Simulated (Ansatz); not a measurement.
## Geometry relaxation of C$_{3}$H$_{8}$Si (part 2 of 2)

C$_{3}$H$_{8}$Si; UKS PBE/def2-SVP (Ansatz 0.2.0). It belongs to a series of runs on one base structure; here: end point B relaxed.

Geometry of the input (Å):
```
C  -1.5522  1.1454  0.2177
C  -0.2489  1.1117  0.6461
C  0.8505  0.0697  0.3317
Si 0.5359  -1.3833  -0.7083
H  -1.9356  0.3812  -0.3936
H  -2.1683  1.9489  0.5550
H  -1.2315  1.3609  -0.8015
H  1.1870  -0.2540  1.3067
H  1.6585  0.6383  -0.1508
H  -0.5064  -2.3061  -0.1409
H  1.7893  -2.2018  -0.8878
H  0.0945  -1.0122  -2.1027
```

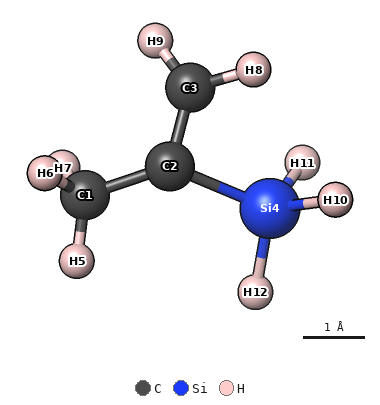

**Figure 1.** The geometry at step 22 of the log (ball-and-stick view, seen at a tilt; atoms are numbered from 1 in the order of the input).

### Trajectory as extended XYZ, continued
```
12
Properties=species:S:1:pos:R:3:forces:R:3 step=3 energy=-11101.52731
C    -1.4610    1.1607    0.0399   -0.6776  -0.7478  -0.3587
C    -0.1512    1.1850    0.6994    0.0326  -0.2077   0.0355
C     0.8344    0.1185    0.3651    0.0823   0.2954   0.2549
Si    0.4695   -1.3982   -0.7534    0.0167  -0.1107  -0.1010
H    -1.9421    0.1004   -0.1400    0.6946   1.2381  -0.0091
H    -2.2521    1.8000    0.5155    0.3882  -0.0622  -0.2598
H    -1.1801    1.6143   -0.9750   -0.4989  -0.3293   0.4657
H     1.2342   -0.2457    1.3455    0.0172  -0.0487  -0.0681
H     1.7379    0.6464   -0.0354   -0.0201  -0.0643  -0.0049
H    -0.5820   -2.3009   -0.1615   -0.0070   0.0287  -0.0042
H     1.7420   -2.1941   -0.8940   -0.0253   0.0026   0.0045
H     0.0233   -0.9878   -2.1346   -0.0028   0.0060   0.0452
12
Properties=species:S:1:pos:R:3:forces:R:3 step=6 energy=-11101.61416
C    -1.4724    1.1408    0.0487    0.0996   0.0830  -0.0292
C    -0.1528    1.1668    0.7018    0.0228  -0.0216   0.0425
C     0.8523    0.1229    0.3844    0.0265   0.0295   0.0892
Si    0.4717   -1.3824   -0.7540    0.0588   0.0130  -0.1377
H    -1.9054    0.1135   -0.0276   -0.1207  -0.0194   0.0122
H    -2.2072    1.8391    0.4950   -0.0724  -0.0290   0.0336
H    -1.3262    1.4714   -1.0103    0.0004   0.0008  -0.0763
H     1.2902   -0.2342    1.3491   -0.0022  -0.0353  -0.0378
H     1.7329    0.6425   -0.0695    0.0122   0.0324  -0.0035
H    -0.6743   -2.2262   -0.2577   -0.0029   0.0470  -0.0082
H     1.6949   -2.2521   -0.8322    0.0375  -0.0488   0.0175
H     0.1691   -0.9034   -2.1561   -0.0596  -0.0515   0.0978
12
Properties=species:S:1:pos:R:3:forces:R:3 step=8 energy=-11101.62708
C    -1.4380    1.1537    0.0004    0.2857   0.1779  -0.1149
C    -0.2188    1.0654    0.8561   -0.3535  -0.3690  -0.2479
C     0.8385    0.0951    0.4549    0.2042   0.1626   0.0625
Si    0.4667   -1.3791   -0.7331   -0.1440  -0.0113  -0.1118
H    -1.9391    0.1616   -0.1578    0.1128   0.0410   0.0893
H    -2.2107    1.8697    0.3556    0.1412  -0.0153   0.0073
H    -1.1208    1.4649   -1.0378   -0.1387  -0.0214   0.2188
H     1.3879   -0.2937    1.3499   -0.0918   0.1071  -0.0791
H     1.6334    0.7136   -0.0512   -0.1529  -0.0831   0.0219
H    -0.5620   -2.3004   -0.1172    0.0822   0.0426  -0.0394
H     1.7317   -2.1648   -0.9915   -0.0892   0.0645   0.0134
H    -0.0958   -0.8873   -2.0566    0.1439  -0.0956   0.1799
12
Properties=species:S:1:pos:R:3:forces:R:3 step=10 energy=-11101.70840
C    -1.4425    1.1965   -0.0078    0.5953   0.0804   0.2490
C    -0.3353    0.8567    0.9541   -0.1939  -0.4172  -0.5668
C     0.8293    0.0683    0.4512    0.1216   0.6508   0.2057
Si    0.4916   -1.4326   -0.7111    0.0027   0.0857   0.0136
H    -2.0035    0.2606   -0.2580   -0.0187   0.0336   0.0745
H    -2.1670    1.9290    0.4064    0.0098  -0.0890   0.0018
H    -1.0758    1.5857   -0.9949    0.0059  -0.0526   0.0774
H     1.5119   -0.2545    1.2820   -0.2255   0.0664  -0.2064
H     1.4608    0.7768   -0.1753   -0.2689  -0.3040   0.1153
H    -0.5467   -2.3319   -0.1006    0.0169  -0.0442   0.0125
H     1.7696   -2.1988   -0.9309   -0.0358   0.0011   0.0302
H    -0.0195   -0.9570   -2.0435   -0.0093  -0.0110  -0.0069
12
Properties=species:S:1:pos:R:3:forces:R:3 step=12 energy=-11101.82677
C    -1.4097    1.1967   -0.0306    0.4595  -0.2461   0.1733
C    -0.4926    0.5157    0.9522    0.1793  -0.1435  -0.6449
C     0.8351    0.1122    0.4172   -0.6336   0.5896   0.5469
Si    0.4919   -1.4424   -0.6589    0.1176  -0.0665  -0.3103
H    -2.1296    0.4079   -0.3859    0.0960   0.1901   0.1495
H    -2.0411    1.9782    0.4467    0.0062  -0.1162   0.0380
H    -0.9202    1.6206   -0.9454   -0.0500   0.0388   0.0054
H     1.5443   -0.2361    1.2022   -0.0252   0.1005  -0.0133
H     1.3336    0.8904   -0.2348   -0.1198  -0.3880  -0.0238
H    -0.4562   -2.4107   -0.0126   -0.0004   0.0883   0.0821
H     1.7991   -2.1449   -0.9062    0.0090   0.0084   0.0033
H    -0.0817   -0.9889   -1.9722   -0.0386  -0.0556  -0.0063
12
Properties=species:S:1:pos:R:3:forces:R:3 step=15 energy=-11101.92979
C    -1.3907    1.2464   -0.0453   -0.0663  -0.0842  -0.0528
C    -0.5858    0.3637    0.8368    0.0665  -0.0361  -0.1367
C     0.7708    0.1222    0.3996   -0.1511   0.0612   0.1294
Si    0.5211   -1.4991   -0.6443   -0.0614  -0.0792   0.0265
H    -2.2035    0.6095   -0.4854    0.1115   0.1283   0.0545
H    -1.9668    1.9721    0.5753    0.0508  -0.0435  -0.0219
H    -0.8699    1.7955   -0.8780   -0.0383  -0.0463   0.0602
H     1.4710   -0.2301    1.1901   -0.0118  -0.0179  -0.0156
H     1.2685    0.8435   -0.3036    0.0643   0.0221  -0.0369
H    -0.3035   -2.5237    0.0811    0.0479   0.0641  -0.0120
H     1.8936   -2.0587   -0.9052    0.0047   0.0468  -0.0125
H    -0.1319   -1.1425   -1.9495   -0.0169  -0.0153   0.0178
12
Properties=species:S:1:pos:R:3:forces:R:3 step=17 energy=-11102.01775
C    -1.3658    1.2643   -0.1240   -0.9860   0.0040  -0.2754
C    -0.6790    0.2021    0.6511    0.3092   0.1289  -0.4201
C     0.7226    0.1475    0.4208    0.3933  -0.1662   0.2388
Si    0.4921   -1.5248   -0.5953   -0.2486  -0.4358   0.0488
H    -2.2857    0.8471   -0.6387    0.4639   0.2548   0.2630
H    -1.8228    1.9587    0.6381    0.1896  -0.2381  -0.1687
H    -0.7885    1.8939   -0.8578    0.0544  -0.1280   0.1547
H     1.3325   -0.3422    1.2249   -0.0380   0.0906  -0.1880
H     1.3145    0.8850   -0.2032   -0.1273  -0.0187   0.2756
H    -0.0002   -2.7000    0.2497    0.2439   0.4403  -0.2762
H     1.9270   -1.8104   -1.0677   -0.4018   0.1299   0.0830
H    -0.3740   -1.3225   -1.8264    0.1475  -0.0618   0.2646
12
Properties=species:S:1:pos:R:3:forces:R:3 step=19 energy=-11102.36136
C    -1.3321    1.2307   -0.2400   -1.0989   0.1450  -0.1659
C    -0.6432    0.0687    0.3919    0.2852   0.0150  -0.4049
C     0.7337    0.1951    0.4939    1.3402   0.2895   0.6754
Si    0.3724   -1.5043   -0.5422   -0.6720  -0.7476   0.0956
H    -2.2759    0.9647   -0.7978    0.5002   0.1057   0.2276
H    -1.6901    1.8448    0.6420    0.1664  -0.2983  -0.3716
H    -0.7129    1.9285   -0.8636    0.0053  -0.1784   0.1041
H     1.2383   -0.4372    1.2838    0.0126   0.1645  -0.5250
H     1.3927    1.0223    0.0695   -0.4026  -0.2417   0.4444
H     0.2958   -2.7472    0.3923    0.0324   0.7418  -0.5257
H     1.7429   -1.5899   -1.2795   -0.4659   0.1378   0.2639
H    -0.6487   -1.4776   -1.6788    0.2970  -0.1332   0.1820
12
Properties=species:S:1:pos:R:3:forces:R:3 step=22 energy=-11103.56274
C    -1.2881    1.1880   -0.3000    0.2548  -0.1176   0.1758
C    -0.3781    0.0778    0.2002    0.4493   0.5965  -0.3153
C     0.8608    0.3646    0.6859    0.8407  -0.3739   0.6820
Si    0.0982   -1.5570   -0.5957   -0.0957  -0.3904  -0.3948
H    -2.1705    0.8659   -0.8804    0.0189  -0.2057  -0.0699
H    -1.6693    1.7436    0.5839   -0.0315  -0.0314  -0.0380
H    -0.7183    1.9251   -0.9041   -0.0439   0.0660  -0.0868
H     1.4370   -0.5171    1.1527   -0.1529   1.1379  -0.6731
H     1.4266    1.3335    0.5593   -0.5632  -0.3074   0.7003
H     0.2863   -2.6894    0.3900   -0.2460   0.0465  -0.0733
H     1.4527   -1.4338   -1.2895   -0.2937  -0.1135   0.0135
H    -0.8644   -1.8023   -1.7305   -0.1368  -0.3071   0.0797
12
Properties=species:S:1:pos:R:3:forces:R:3 step=24 energy=-11104.20986
C    -1.2306    1.1736   -0.3283    0.0848   0.0263  -0.0848
C    -0.2216    0.1281    0.0878    0.5781  -0.0061  -0.0347
C     0.9144    0.4387    0.7635    0.5958  -0.0266   0.0720
Si    0.0362   -1.6074   -0.6634   -0.1289   0.3733  -0.0731
H    -2.0727    0.7752   -0.9264    0.0349  -0.0607  -0.0139
H    -1.6629    1.6559    0.5723   -0.0423   0.0040  -0.0034
H    -0.7453    1.9823   -0.9200   -0.0699  -0.0287  -0.0020
H     1.5912   -0.4084    1.0794   -0.1547   0.7386  -0.2294
H     1.3232    1.4813    0.9094   -0.5684  -0.5858   0.3619
H     0.1916   -2.6741    0.3811   -0.1514  -0.0915   0.0439
H     1.3548   -1.5219   -1.3855   -0.0340  -0.1740  -0.1057
H    -1.0056   -1.9246   -1.6983   -0.1438  -0.1687   0.0691
12
Properties=species:S:1:pos:R:3:forces:R:3 step=26 energy=-11104.51452
C    -1.1413    1.1405   -0.3711   -0.0127  -0.1687   0.0121
C    -0.0737    0.1533    0.0403    0.3600  -0.0766  -0.0782
C     0.9629    0.5002    0.8415   -0.0282   0.1494   0.1024
Si    0.0001   -1.5955   -0.7250    0.1648   0.2399  -0.1285
H    -1.8983    0.6840   -1.0238   -0.2187  -0.1118  -0.1844
H    -1.6794    1.5423    0.5037   -0.0685   0.1183   0.2162
H    -0.7182    1.9958   -0.9220    0.1389   0.2366  -0.1032
H     1.7355   -0.2368    1.1339   -0.0201   0.1178  -0.0346
H     1.1053    1.5361    1.2390   -0.1556  -0.3816  -0.0863
H     0.2195   -2.6184    0.3462   -0.0352  -0.1444   0.0786
H     1.1960   -1.6699   -1.6600   -0.1887  -0.0310   0.0682
H    -1.2356   -1.9328   -1.5311    0.0639   0.0521   0.1376
12
Properties=species:S:1:pos:R:3:forces:R:3 step=29 energy=-11104.55844
C    -1.1116    1.1426   -0.4067    0.0879  -0.1109   0.0380
C    -0.0302    0.1548    0.0066    0.0085   0.0010  -0.0587
C     0.9385    0.5003    0.8836    0.0240   0.0711   0.1082
Si    0.0263   -1.5933   -0.7426   -0.0161   0.0607   0.0234
H    -1.8801    0.6870   -1.0578   -0.0551  -0.0281  -0.0281
H    -1.6300    1.5543    0.4832   -0.0202   0.0274   0.0148
H    -0.6810    2.0023   -0.9599    0.0282   0.0249  -0.0302
H     1.7336   -0.2016    1.1921   -0.0334   0.0254  -0.0034
H     0.9814    1.5111    1.3403   -0.0077  -0.1132  -0.0479
H     0.3243   -2.6254    0.3145    0.0274   0.0328  -0.0057
H     1.0965   -1.7015   -1.8012   -0.0331   0.0049  -0.0076
H    -1.2949   -1.9320   -1.3806   -0.0104   0.0041  -0.0029
12
Properties=species:S:1:pos:R:3:forces:R:3 step=31 energy=-11104.57950
C    -1.0555    1.1522   -0.4606   -0.1098   0.2643   0.0046
C    -0.0244    0.1447    0.0218    0.1157   0.0344  -0.0425
C     0.8801    0.4677    0.9766   -0.2276  -0.1598   0.1180
Si    0.0298   -1.5817   -0.7635    0.1981  -0.2526  -0.0810
H    -1.8815    0.6811   -1.0409    0.1283   0.0716   0.1144
H    -1.5182    1.7000    0.4015    0.1481  -0.1448  -0.2749
H    -0.5923    1.9279   -1.1268   -0.1160  -0.2700   0.1737
H     1.6355   -0.2396    1.3624   -0.0396  -0.0035  -0.1091
H     0.8536    1.4543    1.4693    0.0712   0.1248  -0.0004
H     0.6345   -2.5876    0.2206   -0.1662   0.2722  -0.2864
H     0.8859   -1.5998   -2.0347   -0.2441   0.0121   0.2913
H    -1.3746   -2.0205   -1.1542    0.2420   0.0514   0.0924
12
Properties=species:S:1:pos:R:3:forces:R:3 step=33 energy=-11104.64526
C    -1.0236    1.1608   -0.5007   -0.0735   0.1868   0.0305
C    -0.0364    0.1481    0.0419   -0.0647  -0.0387  -0.0800
C     0.7963    0.4185    1.0699    0.0670   0.0932   0.0910
Si    0.0538   -1.5533   -0.7763    0.0326  -0.0691  -0.0010
H    -1.9308    0.6810   -0.9322    0.1193   0.0445   0.0270
H    -1.3699    1.8668    0.2906    0.1199  -0.0775  -0.1193
H    -0.5621    1.7759   -1.3121   -0.0959  -0.1461   0.0910
H     1.5248   -0.3199    1.4451   -0.0246  -0.0029   0.0010
H     0.8023    1.4042    1.5733   -0.0480  -0.0258   0.0088
H     0.8258   -2.5088    0.0992   -0.0137   0.0469  -0.0509
H     0.7282   -1.4819   -2.1245   -0.0196   0.0032  -0.0050
H    -1.3355   -2.0928   -1.0025    0.0011  -0.0146   0.0068
12
Properties=species:S:1:pos:R:3:forces:R:3 step=35 energy=-11104.67526 accepted=F
C    -0.9701    1.1795   -0.5331   -0.0948   0.3606  -0.2349
C    -0.0403    0.1390    0.0486    0.1002   0.1672   0.2401
C     0.6945    0.3797    1.1632   -0.0886  -0.1527  -0.1396
Si    0.0889   -1.5369   -0.8131   -0.0294  -0.1021  -0.0536
H    -1.9967    0.7565   -0.7167    0.3807   0.2157   0.0669
H    -1.0658    2.0775    0.1430    0.0194  -0.4411  -0.3586
H    -0.5865    1.5401   -1.5346   -0.2566  -0.1742   0.4787
H     1.3629   -0.3837    1.6005   -0.0047   0.0741  -0.0546
H     0.6467    1.3516    1.6888   -0.0306  -0.0155   0.0056
H     1.0677   -2.4211   -0.0785   -0.0662   0.0525  -0.0558
H     0.5407   -1.3772   -2.2508   -0.0335  -0.0073   0.1180
H    -1.2693   -2.2062   -0.8456    0.1042   0.0230  -0.0121
12
Properties=species:S:1:pos:R:3:forces:R:3 step=38 energy=-11104.69276
C    -0.9606    1.1818   -0.5404   -0.0150   0.0803  -0.0989
C    -0.0431    0.1413    0.0594    0.0657   0.0090   0.0848
C     0.6748    0.3672    1.1858   -0.1030  -0.0108  -0.1263
Si    0.0928   -1.5288   -0.8213    0.0167  -0.0131   0.0379
H    -2.0055    0.7963   -0.6363    0.1775   0.0946   0.0301
H    -0.9821    2.1150    0.0703   -0.0269  -0.1488  -0.1173
H    -0.6331    1.4509   -1.5763   -0.0918  -0.0308   0.2087
H     1.3410   -0.3944    1.6254   -0.0039   0.0180  -0.0326
H     0.6161    1.3362    1.7157   -0.0017  -0.0102   0.0163
H     1.0938   -2.4018   -0.1103   -0.0350   0.0095  -0.0241
H     0.5273   -1.3423   -2.2558   -0.0189  -0.0043   0.0377
H    -1.2485   -2.2226   -0.8446    0.0364   0.0068  -0.0164
12
Properties=species:S:1:pos:R:3:forces:R:3 step=40 energy=-11104.69629
C    -0.9613    1.1807   -0.5383   -0.0126   0.0144  -0.0093
C    -0.0413    0.1424    0.0561    0.0169  -0.0131   0.0143
C     0.6742    0.3693    1.1807   -0.0060  -0.0064  -0.0127
Si    0.0971   -1.5287   -0.8194   -0.0024   0.0038  -0.0036
H    -2.0053    0.8051   -0.6088   -0.0014  -0.0001   0.0054
H    -0.9725    2.1146    0.0607   -0.0015   0.0014  -0.0026
H    -0.6596    1.4416   -1.5761    0.0024   0.0016   0.0027
H     1.3467   -0.3901    1.6128   -0.0005   0.0020  -0.0004
H     0.6126    1.3345    1.7167    0.0015   0.0034   0.0034
H     1.0760   -2.4124   -0.0969    0.0021  -0.0032   0.0030
H     0.5520   -1.3447   -2.2457    0.0020  -0.0018   0.0015
H    -1.2457   -2.2135   -0.8703   -0.0004  -0.0019  -0.0015
```

### Key numbers

```csv
quantity,value
outcome,converged
total energy,−11104.6963 eV
mean-field energy,−11104.6963 eV
largest force (length of the vector) at the end,0.026 eV/Å
hardware,"2 threads of Arm Neoverse V1, 24 GiB of memory available, shared host"
wall time,2.1 min (CPU time 4.1 min)
peak memory,0.23 GiB
```
